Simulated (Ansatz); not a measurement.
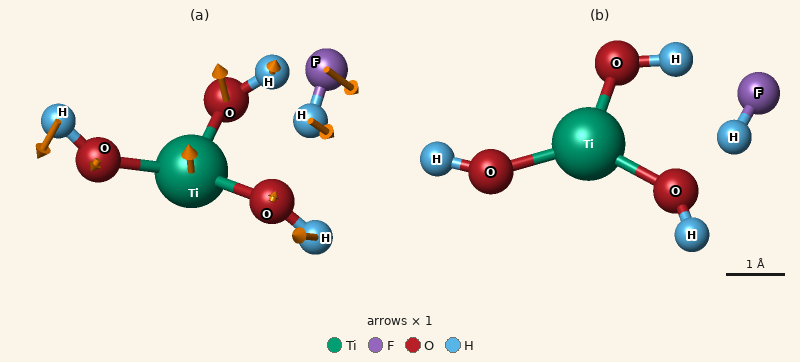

The structure of TiH4O3F (multiplicity 2) before (left) and after (right) a relaxation, at one scale. The orange arrows give the displacements, at their true length.

A ball-and-stick model, seen at a tilt.

The run prepares an end point of a later path (reaction) calculation, from a guessed geometry.

Method: Ansatz 0.2.0, UKS LDA/def2-SVP. (collinear spin; force threshold 0.03 eV/Å; at most 50 steps)

What changed between the two?

Answer. The F atom moves most after the best rigid fit: 1.04 Å. By element the largest moves are F 1.04 Å, H 0.88 Å, O 0.86 Å, Ti 0.63 Å. Some distances before and after: F–Ti 3.031 → 3.092 Å, H–O 1.545 → 1.486 Å, H–Ti 2.474 → 2.524 Å, F–H 0.963 → 0.996 Å. Among the angles between lasting bonds that change: Ti–O–H 131.3° → 141.5°, O–Ti–O 118.8° → 128.1°, O–Ti–O 118.7° → 123.7°. The energy falls by 6.67 kcal/mol in 13 accepted moves (14 points after the start). The largest force component goes from 0.8 to 0.0091 eV/Å. The line search rejected the trial step at point 6 of the run. The run took 20 s on 4 threads of Arm Neoverse V1 (shared host), peak memory 0.2 GiB.
